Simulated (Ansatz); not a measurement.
Input

```
crystal:
  periodic: [false, false, false]
  atoms:
    - {symbol: C, position_ang: [-1.404700, -0.274300, 1.507100]}
    - {symbol: O, position_ang: [-0.217900, 0.396400, 1.210800]}
    - {symbol: Al, position_ang: [0.797400, 0.468400, -0.138700]}
    - {symbol: C, position_ang: [0.451400, -0.514700, -1.773000]}
    - {symbol: O, position_ang: [2.171000, 1.453800, -0.023400]}
    - {symbol: H, position_ang: [-2.196100, 0.442900, 1.751600]}
    - {symbol: H, position_ang: [-1.761400, -0.896000, 0.674900]}
    - {symbol: H, position_ang: [-1.266100, -0.926900, 2.376200]}
    - {symbol: H, position_ang: [-0.519800, -0.248600, -2.200500]}
    - {symbol: H, position_ang: [1.216700, -0.314600, -2.525900]}
    - {symbol: H, position_ang: [0.432100, -1.593500, -1.591900]}
    - {symbol: H, position_ang: [2.374200, 1.952100, 0.766700]}
basis:
  gaussian: {orbitals: def2-SVP}
hamiltonian: {xc: hf}
accuracy: high
output: {forces: true, orbitals: {seedname: orbitals}}
```

Run with:

```sh
ansatz run run.yaml --threads 1 --pin off --max-ram 2610MiB --events-out events.jsonl --progress --plain --runs-dir runs
```

Geometry: PBE0-D4/def2-TZVP.

These are results of isolated molecule in a Gaussian basis; Hartree-Fock in Ansatz 0.2.0, not measurements.

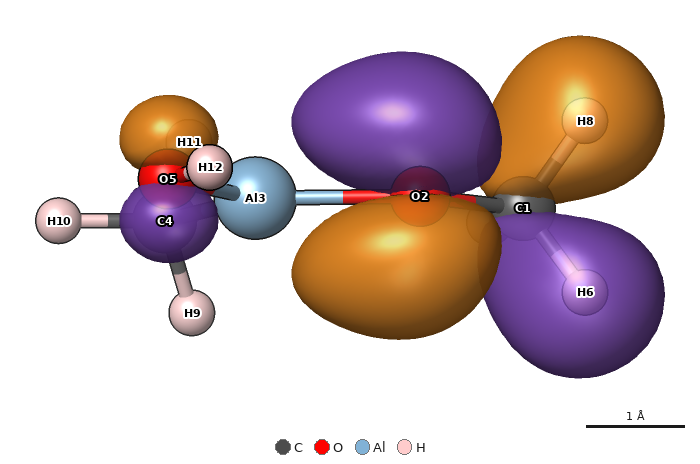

C$_{2}$H$_{7}$AlO$_{2}$ (SMILES C[O][Al]([CH3])[OH]). The HOMO−1 at ±0.1 Å⁻³ᐟ² (orange and purple are the two phases), seen from one side.

> Describe this orbital and give its energy.

Its weight (Hirshfeld) is mainly on O2 (about 55 %), C1 (about 15 %), H8 (about 10 %) and H6 (about 10 %). Its energy is −11.90 eV.
